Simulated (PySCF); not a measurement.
**C2H4OSSi: NMR shifts at several levels of theory, part 1 of 2**

Aim: compute the NMR shifts of C2H4OSSi (`C#C[Si@H](O)S`) at several levels, and see how far they spread and what each costs.

Computed with PySCF 2.14.0, with density-fitted response routines of our own, on a single molecule in the gas phase. Atoms count from 0, in the outputs and in this text.

**1. The starting structure**

9 atoms, charge 0, multiplicity 1; geometry from: PBE0-D3(BJ)/def2-SVP.

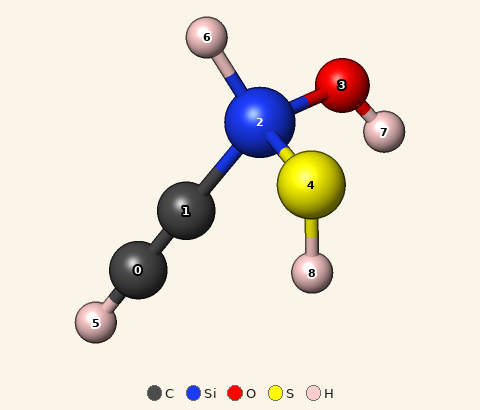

The starting geometry (carbon dark grey, silicon blue, oxygen red, sulfur yellow, hydrogen pink), atoms numbered.

**2. Shielding tensors: HF/pcSseg-2**

What the job is given:

```
{"job": {"kind": "nmr", "xc": "HF", "basis": "pcSseg-2", "pop": false}, "charge": 0, "multiplicity": 1}
C      2.212716    -0.210566    -0.406165
C      1.061999    -0.276257    -0.014670
Si    -0.678839    -0.360650     0.555396
O     -1.633210    -1.026941    -0.623061
S     -1.229700     1.626125     1.142540
H      3.230512    -0.152968    -0.751150
H     -0.846398    -1.235264     1.735446
H     -1.645752    -0.594583    -1.482074
H     -0.415654     2.220034     0.242440
```

Level: GIAO HF/pcSseg-2 NMR shielding, non-relativistic, gas phase.

The run is started by

```sh
$ OMP_NUM_THREADS=1 python probes_run.py task.json out
```

The driver reads the jobs from task.json and runs them one after another.

The program printed:

```text
final grid: 78784 points
cycle   1  E = -839.4132001408  dE =  5.228e-01  |g| = 6.052e-01  |ddm| = 2.685e+00
cycle   2  E = -839.4895555005  dE = -7.636e-02  |g| = 3.339e-01  |ddm| = 1.001e+00
cycle   3  E = -839.5095455850  dE = -1.999e-02  |g| = 6.972e-02  |ddm| = 2.694e-01
cycle   4  E = -839.5111640282  dE = -1.618e-03  |g| = 1.783e-02  |ddm| = 1.563e-01
cycle   5  E = -839.5112839331  dE = -1.199e-04  |g| = 5.020e-03  |ddm| = 4.616e-02
cycle   6  E = -839.5112963249  dE = -1.239e-05  |g| = 2.062e-03  |ddm| = 1.784e-02
cycle   7  E = -839.5112984689  dE = -2.144e-06  |g| = 1.017e-03  |ddm| = 6.567e-03
cycle   8  E = -839.5112990610  dE = -5.920e-07  |g| = 2.927e-04  |ddm| = 3.470e-03
cycle   9  E = -839.5112991716  dE = -1.107e-07  |g| = 1.419e-04  |ddm| = 1.013e-03
cycle  10  E = -839.5112992106  dE = -3.900e-08  |g| = 6.525e-05  |ddm| = 3.612e-04
cycle  11  E = -839.5112992198  dE = -9.134e-09  |g| = 2.106e-05  |ddm| = 2.170e-04
cycle  12  E = -839.5112992205  dE = -7.390e-10  |g| = 7.094e-06  |ddm| = 7.308e-05
converged SCF energy = -839.5112992205

GIAO shielding tensors (ppm)
atom      isotropic    diamagn.    paramagn.     s11        s22        s33       span
  0 C       82.534     262.824    -180.290      0.820     10.886    235.896    235.076
  1 C      104.327     253.506    -149.180     -1.042      9.959    304.063    305.106
  2 Si     418.420     874.195    -455.774    364.107    427.799    463.355     99.248
  3 O      277.524     386.163    -108.640    256.329    279.197    297.045     40.716
  4 S      675.682    1056.606    -380.923    554.933    656.616    815.498    260.565
  5 H       28.840      32.136      -3.297     24.059     24.215     38.245     14.186
  6 H       27.044      29.032      -1.989     23.745     24.778     32.608      8.863
  7 H       29.835      32.024      -2.189     22.498     25.020     41.987     19.489
  8 H       30.473      31.991      -1.518     23.414     27.995     40.010     16.596
```

Run time: 13 s. Hardware: 1 thread of Arm Neoverse V2, shared host; peak memory 0.94 GiB.

Shifts follow as δ = σ(reference) − σ, with reference shieldings (ppm) from runs at the same level and on the same kind of geometry: ¹H TMS 31.68, ¹³C TMS 191.5, ²⁹Si TMS 383.0, ¹⁷O H2O 326.3, ³³S CS2 522. The references are single molecules in the gas phase, so shifts against H2O, NH3, PH3, H3PO4 or CFCl3 are not on the usual liquid scales and can be off by tens of ppm.

| atoms | environment | σ (ppm) | δ (ppm) |
| --- | --- | --- | --- |
| C0 | terminal alkyne carbon | 82.5 | 108.9 |
| C1 | alkyne carbon | 104.3 | 87.1 |
| H6 | hydrogen on a silicon bonded to C, O, S | 27.04 | 4.64 |
| H5 | hydrogen on a terminal alkyne carbon | 28.84 | 2.84 |
| H7 | hydrogen on an oxygen bonded to Si | 29.84 | 1.85 |
| H8 | hydrogen on a sulfur bonded to Si | 30.47 | 1.21 |
| Si2 | silicon bonded to C, O, S, H | 418.4 | -35.5 |
| O3 | oxygen bonded to Si, H | 277.5 | 48.8 |
| S4 | sulfur bonded to Si, H | 676 | -153 |

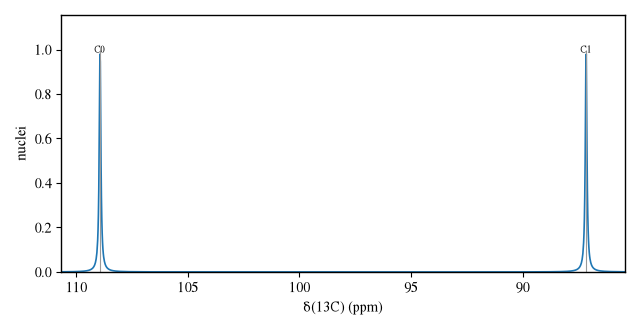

¹³C lines at the computed shifts, without couplings. Lines are broadened to a width of 0.09 ppm (Lorentzian).

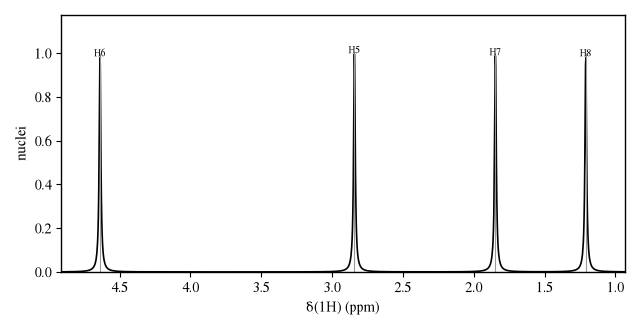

¹H lines at the computed shifts, without couplings. Lines are broadened to a width of 0.01 ppm (Lorentzian).

**3. Nuclear shieldings: LDA/pcSseg-2**

Settings changed since step 2:

```diff
@@ -1,2 +1,2 @@
-{"job": {"kind": "nmr", "xc": "HF", "basis": "pcSseg-2", "pop": false}, "charge": 0, "multiplicity": 1}
+{"job": {"kind": "nmr", "xc": "LDA", "basis": "pcSseg-2", "pop": false}, "charge": 0, "multiplicity": 1}
 C      2.212716    -0.210566    -0.406165
```

Level: GIAO LDA/pcSseg-2 NMR shielding, non-relativistic, gas phase.

The program printed:

```text
coarse grid: 8992 points
cycle   1  E = -837.7024887393  dE =  4.899e-01  |g| = 9.564e-01  |ddm| = 2.946e+00
cycle   2  E = -836.9484147374  dE =  7.541e-01  |g| = 2.108e+00  |ddm| = 2.675e+00
cycle   3  E = -837.8403433769  dE = -8.919e-01  |g| = 3.727e-01  |ddm| = 2.141e+00
cycle   4  E = -837.8696233330  dE = -2.928e-02  |g| = 1.659e-01  |ddm| = 5.533e-01
cycle   5  E = -837.8694188541  dE =  2.045e-04  |g| = 1.685e-01  |ddm| = 2.146e-01
cycle   6  E = -837.8765402789  dE = -7.121e-03  |g| = 2.136e-02  |ddm| = 1.152e-01
cycle   7  E = -837.8766375955  dE = -9.732e-05  |g| = 7.453e-03  |ddm| = 2.817e-02
cycle   8  E = -837.8766524340  dE = -1.484e-05  |g| = 1.696e-03  |ddm| = 1.232e-02
cycle   9  E = -837.8766531035  dE = -6.695e-07  |g| = 5.979e-04  |ddm| = 2.479e-03
final grid: 78784 points
cycle  10  E = -837.8725652881  dE = -3.874e-05  |g| = 3.699e-03  |ddm| = 3.379e-02
cycle  11  E = -837.8725608985  dE =  4.390e-06  |g| = 6.139e-03  |ddm| = 5.648e-03
cycle  12  E = -837.8725668978  dE = -5.999e-06  |g| = 1.449e-03  |ddm| = 4.057e-03
cycle  13  E = -837.8725672477  dE = -3.500e-07  |g| = 5.003e-04  |ddm| = 1.410e-03
cycle  14  E = -837.8725672936  dE = -4.585e-08  |g| = 2.641e-04  |ddm| = 4.730e-04
cycle  15  E = -837.8725673116  dE = -1.805e-08  |g| = 3.247e-05  |ddm| = 2.034e-04
cycle  16  E = -837.8725673119  dE = -2.210e-10  |g| = 9.104e-06  |ddm| = 4.294e-05
converged SCF energy = -837.8725673119

GIAO shielding tensors (ppm)
atom      isotropic    diamagn.    paramagn.     s11        s22        s33       span
  0 C       72.993     260.632    -187.638     -9.424      3.422    224.982    234.406
  1 C       81.935     257.306    -175.371    -26.710    -15.658    288.175    314.885
  2 Si     334.448     877.198    -542.750    252.985    345.128    405.231    152.246
  3 O      240.833     384.729    -143.896    202.006    245.820    274.673     72.667
  4 S      584.415    1057.150    -472.736    433.969    582.865    736.410    302.441
  5 H       28.407      31.671      -3.264     24.034     24.236     36.951     12.918
  6 H       25.155      27.870      -2.716     21.939     23.281     30.244      8.305
  7 H       29.197      31.568      -2.370     23.047     25.136     39.409     16.361
  8 H       29.103      30.783      -1.680     22.947     27.139     37.223     14.276
```

Wall time 23 s (1 thread of Arm Neoverse V2, shared host); peak memory 0.77 GiB.

Key values: δ C0 107.3, C1 98.3, Si2 -31.4, O3 93.5, H6 5.62, H5 2.36 ppm.

**4. Shielding tensors: PBE/pcSseg-2**

Settings changed since step 3:

```diff
@@ -1,2 +1,2 @@
-{"job": {"kind": "nmr", "xc": "LDA", "basis": "pcSseg-2", "pop": false}, "charge": 0, "multiplicity": 1}
+{"job": {"kind": "nmr", "xc": "PBE", "basis": "pcSseg-2", "pop": false}, "charge": 0, "multiplicity": 1}
 C      2.212716    -0.210566    -0.406165
```

Level: GIAO PBE/pcSseg-2 NMR shielding, non-relativistic, gas phase.

The program printed:

```text
coarse grid: 8992 points
cycle   1  E = -840.9673036732  dE =  5.049e-01  |g| = 9.438e-01  |ddm| = 2.539e+00
cycle   2  E = -840.2583882404  dE =  7.089e-01  |g| = 2.047e+00  |ddm| = 2.462e+00
cycle   3  E = -841.1063128687  dE = -8.479e-01  |g| = 3.510e-01  |ddm| = 2.020e+00
cycle   4  E = -841.1325360522  dE = -2.622e-02  |g| = 1.575e-01  |ddm| = 4.925e-01
cycle   5  E = -841.1322426724  dE =  2.934e-04  |g| = 1.617e-01  |ddm| = 1.939e-01
cycle   6  E = -841.1388472428  dE = -6.605e-03  |g| = 1.902e-02  |ddm| = 1.109e-01
cycle   7  E = -841.1389288466  dE = -8.160e-05  |g| = 6.382e-03  |ddm| = 2.607e-02
cycle   8  E = -841.1389395716  dE = -1.073e-05  |g| = 1.390e-03  |ddm| = 1.036e-02
cycle   9  E = -841.1389400358  dE = -4.641e-07  |g| = 4.508e-04  |ddm| = 2.175e-03
final grid: 78784 points
cycle  10  E = -841.1481319803  dE = -6.485e-05  |g| = 9.364e-03  |ddm| = 4.699e-02
cycle  11  E = -841.1480896668  dE =  4.231e-05  |g| = 1.633e-02  |ddm| = 2.521e-02
cycle  12  E = -841.1481509854  dE = -6.132e-05  |g| = 2.307e-03  |ddm| = 1.592e-02
cycle  13  E = -841.1481517918  dE = -8.065e-07  |g| = 7.472e-04  |ddm| = 2.268e-03
cycle  14  E = -841.1481519213  dE = -1.295e-07  |g| = 2.913e-04  |ddm| = 1.030e-03
cycle  15  E = -841.1481519383  dE = -1.696e-08  |g| = 1.482e-04  |ddm| = 2.655e-04
cycle  16  E = -841.1481519437  dE = -5.446e-09  |g| = 3.190e-05  |ddm| = 1.591e-04
cycle  17  E = -841.1481519440  dE = -2.576e-10  |g| = 6.702e-06  |ddm| = 4.764e-05
converged SCF energy = -841.1481519440

GIAO shielding tensors (ppm)
atom      isotropic    diamagn.    paramagn.     s11        s22        s33       span
  0 C       78.608     264.174    -185.566     -2.582      9.720    228.686    231.268
  1 C       87.768     260.756    -172.988    -17.860     -7.202    288.367    306.228
  2 Si     357.898     876.523    -518.625    281.748    368.440    423.506    141.758
  3 O      243.208     384.424    -141.216    209.052    247.431    273.142     64.089
  4 S      600.932    1057.223    -456.291    469.416    590.520    742.859    273.443
  5 H       28.789      31.703      -2.913     24.349     24.542     37.477     13.128
  6 H       25.835      28.288      -2.454     22.636     23.932     30.935      8.299
  7 H       29.807      32.081      -2.274     23.707     25.810     39.903     16.197
  8 H       29.824      31.537      -1.713     23.580     27.926     37.967     14.386
```

It took 28 s on 1 thread of Arm Neoverse V2, shared host; peak memory 0.83 GiB.

This run: δ C0 100.8, C1 91.6, Si2 -34.5, O3 84.7, H6 5.34, H5 2.39 ppm.

**5. Shielding tensors: BLYP/pcSseg-2**

Settings changed since step 4:

```diff
@@ -1,2 +1,2 @@
-{"job": {"kind": "nmr", "xc": "PBE", "basis": "pcSseg-2", "pop": false}, "charge": 0, "multiplicity": 1}
+{"job": {"kind": "nmr", "xc": "BLYP", "basis": "pcSseg-2", "pop": false}, "charge": 0, "multiplicity": 1}
 C      2.212716    -0.210566    -0.406165
```

Method: GIAO BLYP/pcSseg-2 NMR shielding, non-relativistic, gas phase.

The program printed:

```text
coarse grid: 8992 points
cycle   1  E = -841.4091221636  dE =  5.176e-01  |g| = 1.010e+00  |ddm| = 2.494e+00
cycle   2  E = -840.5565087652  dE =  8.526e-01  |g| = 2.226e+00  |ddm| = 2.746e+00
cycle   3  E = -841.5657869765  dE = -1.009e+00  |g| = 3.764e-01  |ddm| = 2.271e+00
cycle   4  E = -841.5959449058  dE = -3.016e-02  |g| = 1.663e-01  |ddm| = 5.463e-01
cycle   5  E = -841.5954275610  dE =  5.173e-04  |g| = 1.721e-01  |ddm| = 2.105e-01
cycle   6  E = -841.6028877819  dE = -7.460e-03  |g| = 2.282e-02  |ddm| = 1.188e-01
cycle   7  E = -841.6030098558  dE = -1.221e-04  |g| = 6.864e-03  |ddm| = 2.978e-02
cycle   8  E = -841.6030225422  dE = -1.269e-05  |g| = 1.557e-03  |ddm| = 1.169e-02
cycle   9  E = -841.6030231344  dE = -5.922e-07  |g| = 4.990e-04  |ddm| = 2.355e-03
final grid: 78784 points
cycle  10  E = -841.6128316438  dE = -5.236e-05  |g| = 3.866e-03  |ddm| = 3.329e-02
cycle  11  E = -841.6128286008  dE =  3.043e-06  |g| = 4.787e-03  |ddm| = 1.131e-02
cycle  12  E = -841.6128345557  dE = -5.955e-06  |g| = 1.639e-03  |ddm| = 7.026e-03
cycle  13  E = -841.6128349689  dE = -4.132e-07  |g| = 1.021e-03  |ddm| = 1.729e-03
cycle  14  E = -841.6128352381  dE = -2.692e-07  |g| = 1.917e-04  |ddm| = 7.868e-04
cycle  15  E = -841.6128352478  dE = -9.642e-09  |g| = 4.208e-05  |ddm| = 2.246e-04
cycle  16  E = -841.6128352481  dE = -3.488e-10  |g| = 1.181e-05  |ddm| = 5.326e-05
converged SCF energy = -841.6128352481

GIAO shielding tensors (ppm)
atom      isotropic    diamagn.    paramagn.     s11        s22        s33       span
  0 C       77.396     261.888    -184.492     -4.669      7.614    229.241    233.910
  1 C       84.664     261.370    -176.706    -22.741    -11.790    288.522    311.263
  2 Si     348.629     875.764    -527.135    271.947    361.475    412.466    140.519
  3 O      240.119     384.034    -143.916    207.108    243.463    269.785     62.677
  4 S      578.112    1057.295    -479.184    446.443    560.964    726.928    280.486
  5 H       29.001      32.146      -3.144     24.597     24.776     37.632     13.036
  6 H       26.159      28.431      -2.272     22.957     24.280     31.241      8.285
  7 H       30.046      32.321      -2.274     24.070     26.116     39.954     15.884
  8 H       30.229      31.810      -1.581     24.082     28.481     38.124     14.041
```

Run time: 27 s. Hardware: 1 thread of Arm Neoverse V2, shared host; peak memory 0.83 GiB.

Key values: δ C0 97.6, C1 90.3, Si2 -39.0, O3 85.0, H6 5.22, H5 2.37 ppm.

**6. NMR shieldings: BP86/pcSseg-2**

Settings changed since step 5:

```diff
@@ -1,2 +1,2 @@
-{"job": {"kind": "nmr", "xc": "BLYP", "basis": "pcSseg-2", "pop": false}, "charge": 0, "multiplicity": 1}
+{"job": {"kind": "nmr", "xc": "BP86", "basis": "pcSseg-2", "pop": false}, "charge": 0, "multiplicity": 1}
 C      2.212716    -0.210566    -0.406165
```

Method: GIAO BP86/pcSseg-2 NMR shielding, non-relativistic, gas phase.

The program printed:

```text
coarse grid: 8992 points
cycle   1  E = -841.5353207404  dE =  5.063e-01  |g| = 9.497e-01  |ddm| = 2.547e+00
cycle   2  E = -840.8399518476  dE =  6.954e-01  |g| = 2.039e+00  |ddm| = 2.465e+00
cycle   3  E = -841.6764542446  dE = -8.365e-01  |g| = 3.479e-01  |ddm| = 1.974e+00
cycle   4  E = -841.7023935041  dE = -2.594e-02  |g| = 1.540e-01  |ddm| = 4.937e-01
cycle   5  E = -841.7021200780  dE =  2.734e-04  |g| = 1.579e-01  |ddm| = 1.987e-01
cycle   6  E = -841.7084400414  dE = -6.320e-03  |g| = 1.893e-02  |ddm| = 1.076e-01
cycle   7  E = -841.7085205981  dE = -8.056e-05  |g| = 6.511e-03  |ddm| = 2.583e-02
cycle   8  E = -841.7085316898  dE = -1.109e-05  |g| = 1.471e-03  |ddm| = 1.037e-02
cycle   9  E = -841.7085321571  dE = -4.673e-07  |g| = 4.924e-04  |ddm| = 2.285e-03
final grid: 78784 points
cycle  10  E = -841.7202154628  dE = -5.564e-05  |g| = 3.529e-03  |ddm| = 6.738e-02
cycle  11  E = -841.7202123913  dE =  3.072e-06  |g| = 4.826e-03  |ddm| = 8.697e-03
cycle  12  E = -841.7202175243  dE = -5.133e-06  |g| = 1.288e-03  |ddm| = 5.492e-03
cycle  13  E = -841.7202177584  dE = -2.341e-07  |g| = 5.406e-04  |ddm| = 1.139e-03
cycle  14  E = -841.7202178190  dE = -6.058e-08  |g| = 1.445e-04  |ddm| = 5.709e-04
cycle  15  E = -841.7202178219  dE = -2.907e-09  |g| = 1.048e-04  |ddm| = 1.535e-04
cycle  16  E = -841.7202178246  dE = -2.731e-09  |g| = 1.892e-05  |ddm| = 8.698e-05
cycle  17  E = -841.7202178247  dE = -8.890e-11  |g| = 4.438e-06  |ddm| = 3.052e-05
converged SCF energy = -841.7202178247

GIAO shielding tensors (ppm)
atom      isotropic    diamagn.    paramagn.     s11        s22        s33       span
  0 C       78.722     262.189    -183.467     -2.541      9.782    228.924    231.465
  1 C       88.366     259.844    -171.478    -16.996     -6.289    288.384    305.380
  2 Si     357.173     876.505    -519.331    281.154    368.203    422.163    141.010
  3 O      243.798     384.327    -140.529    210.024    248.041    273.329     63.305
  4 S      597.315    1057.298    -459.983    467.397    586.798    737.748    270.351
  5 H       28.814      32.055      -3.240     24.370     24.566     37.508     13.138
  6 H       25.897      28.363      -2.467     22.699     23.999     30.993      8.294
  7 H       29.855      31.973      -2.118     23.751     25.867     39.947     16.196
  8 H       29.927      31.468      -1.540     23.686     28.069     38.026     14.341
```

Wall time 28 s (1 thread of Arm Neoverse V2, shared host); peak memory 0.77 GiB.

In short: δ C0 100.5, C1 90.8, Si2 -35.1, O3 82.3, H6 5.34, H5 2.42 ppm.

**7. Shielding tensors: OPBE/pcSseg-2**

Settings changed since step 6:

```diff
@@ -1,2 +1,2 @@
-{"job": {"kind": "nmr", "xc": "BP86", "basis": "pcSseg-2", "pop": false}, "charge": 0, "multiplicity": 1}
+{"job": {"kind": "nmr", "xc": "OPBE", "basis": "pcSseg-2", "pop": false}, "charge": 0, "multiplicity": 1}
 C      2.212716    -0.210566    -0.406165
```

Method: GIAO OPBE/pcSseg-2 NMR shielding, non-relativistic, gas phase.

The program printed:

```text
coarse grid: 8992 points
cycle   1  E = -841.3296160996  dE =  4.815e-01  |g| = 8.729e-01  |ddm| = 2.632e+00
cycle   2  E = -840.8036376063  dE =  5.260e-01  |g| = 1.786e+00  |ddm| = 2.166e+00
cycle   3  E = -841.4571105222  dE = -6.535e-01  |g| = 3.040e-01  |ddm| = 1.751e+00
cycle   4  E = -841.4760200853  dE = -1.891e-02  |g| = 1.569e-01  |ddm| = 4.118e-01
cycle   5  E = -841.4777935444  dE = -1.773e-03  |g| = 1.346e-01  |ddm| = 1.716e-01
cycle   6  E = -841.4824141781  dE = -4.621e-03  |g| = 1.413e-02  |ddm| = 1.022e-01
cycle   7  E = -841.4824591887  dE = -4.501e-05  |g| = 5.301e-03  |ddm| = 2.317e-02
cycle   8  E = -841.4824664381  dE = -7.249e-06  |g| = 1.199e-03  |ddm| = 8.838e-03
final grid: 78784 points
cycle   9  E = -841.4933929692  dE = -2.107e-04  |g| = 1.915e-02  |ddm| = 1.398e-01
cycle  10  E = -841.4932414229  dE =  1.515e-04  |g| = 3.223e-02  |ddm| = 4.435e-02
cycle  11  E = -841.4934662995  dE = -2.249e-04  |g| = 4.303e-03  |ddm| = 2.782e-02
cycle  12  E = -841.4934688709  dE = -2.571e-06  |g| = 2.141e-03  |ddm| = 5.416e-03
cycle  13  E = -841.4934697283  dE = -8.574e-07  |g| = 1.103e-03  |ddm| = 2.459e-03
cycle  14  E = -841.4934700397  dE = -3.114e-07  |g| = 2.223e-04  |ddm| = 8.453e-04
cycle  15  E = -841.4934700524  dE = -1.270e-08  |g| = 4.991e-05  |ddm| = 3.369e-04
cycle  16  E = -841.4934700530  dE = -5.912e-10  |g| = 7.992e-06  |ddm| = 8.957e-05
converged SCF energy = -841.4934700530

GIAO shielding tensors (ppm)
atom      isotropic    diamagn.    paramagn.     s11        s22        s33       span
  0 C       86.149     270.248    -184.100      7.159     18.534    232.752    225.594
  1 C       96.740     261.645    -164.905     -3.795      5.893    288.123    291.918
  2 Si     387.097     877.588    -490.491    317.150    395.430    448.710    131.560
  3 O      253.937     385.509    -131.572    223.113    258.552    280.145     57.032
  4 S      640.385    1057.993    -417.608    522.074    630.898    768.183    246.109
  5 H       28.825      31.167      -2.342     24.270     24.462     37.742     13.472
  6 H       25.951      28.522      -2.571     22.783     23.990     31.079      8.296
  7 H       29.789      32.221      -2.432     23.433     25.678     40.257     16.824
  8 H       29.780      31.785      -2.005     23.283     27.734     38.323     15.040
```

Wall time 26 s (1 thread of Arm Neoverse V2, shared host); peak memory 0.77 GiB.

Key values: δ C0 98.3, C1 87.7, Si2 -31.5, O3 75.3, H6 5.25, H5 2.37 ppm.

**8. Shielding tensors: KT2/pcSseg-2**

Settings changed since step 7:

```diff
@@ -1,2 +1,2 @@
-{"job": {"kind": "nmr", "xc": "OPBE", "basis": "pcSseg-2", "pop": false}, "charge": 0, "multiplicity": 1}
+{"job": {"kind": "nmr", "xc": "KT2", "basis": "pcSseg-2", "pop": false}, "charge": 0, "multiplicity": 1}
 C      2.212716    -0.210566    -0.406165
```

With the program's defaults for keys left out, this is: GIAO KT2/pcSseg-2 NMR shielding, non-relativistic, gas phase.

The program printed:

```text
coarse grid: 8992 points
cycle   1  E = -849.5532851317  dE =  5.303e-01  |g| = 9.467e-01  |ddm| = 3.027e+00
cycle   2  E = -848.8183065547  dE =  7.350e-01  |g| = 2.038e+00  |ddm| = 2.530e+00
cycle   3  E = -849.6987912484  dE = -8.805e-01  |g| = 3.354e-01  |ddm| = 2.090e+00
cycle   4  E = -849.7238378376  dE = -2.505e-02  |g| = 1.580e-01  |ddm| = 5.120e-01
cycle   5  E = -849.7249444950  dE = -1.107e-03  |g| = 1.452e-01  |ddm| = 2.006e-01
cycle   6  E = -849.7304515050  dE = -5.507e-03  |g| = 2.012e-02  |ddm| = 1.058e-01
cycle   7  E = -849.7305471417  dE = -9.564e-05  |g| = 6.360e-03  |ddm| = 2.641e-02
cycle   8  E = -849.7305578218  dE = -1.068e-05  |g| = 1.751e-03  |ddm| = 1.152e-02
cycle   9  E = -849.7305587291  dE = -9.073e-07  |g| = 5.356e-04  |ddm| = 3.102e-03
final grid: 78784 points
cycle  10  E = -849.7737960695  dE = -2.794e-04  |g| = 1.644e-02  |ddm| = 3.414e-01
cycle  11  E = -849.7737438160  dE =  5.225e-05  |g| = 1.884e-02  |ddm| = 3.023e-02
cycle  12  E = -849.7738122899  dE = -6.847e-05  |g| = 8.354e-03  |ddm| = 2.400e-02
cycle  13  E = -849.7738265369  dE = -1.425e-05  |g| = 3.845e-03  |ddm| = 7.046e-03
cycle  14  E = -849.7738304275  dE = -3.891e-06  |g| = 7.095e-04  |ddm| = 3.224e-03
cycle  15  E = -849.7738305391  dE = -1.116e-07  |g| = 1.996e-04  |ddm| = 6.861e-04
cycle  16  E = -849.7738305468  dE = -7.721e-09  |g| = 6.543e-05  |ddm| = 2.453e-04
cycle  17  E = -849.7738305478  dE = -9.659e-10  |g| = 1.430e-05  |ddm| = 1.110e-04
converged SCF energy = -849.7738305478

GIAO shielding tensors (ppm)
atom      isotropic    diamagn.    paramagn.     s11        s22        s33       span
  0 C       88.232     264.729    -176.498     11.671     23.774    229.250    217.579
  1 C       98.386     263.759    -165.373     -2.164      8.609    288.713    290.876
  2 Si     384.217     877.728    -493.511    309.924    395.139    447.589    137.665
  3 O      241.073     383.829    -142.756    206.397    245.336    271.485     65.088
  4 S      616.401    1058.918    -442.517    487.193    607.750    754.261    267.068
  5 H       28.486      31.486      -3.001     23.889     24.105     37.462     13.573
  6 H       25.835      27.931      -2.097     22.629     23.867     31.008      8.379
  7 H       29.779      31.865      -2.086     23.732     25.776     39.831     16.099
  8 H       29.777      31.513      -1.736     23.537     27.877     37.917     14.379
```

Run time: 28 s. Hardware: 1 thread of Arm Neoverse V2, shared host; peak memory 0.77 GiB.

This run: δ C0 94.0, C1 83.9, Si2 -33.2, O3 83.3, H6 5.34, H5 2.69 ppm.

(Continued in part 2 of 2.)
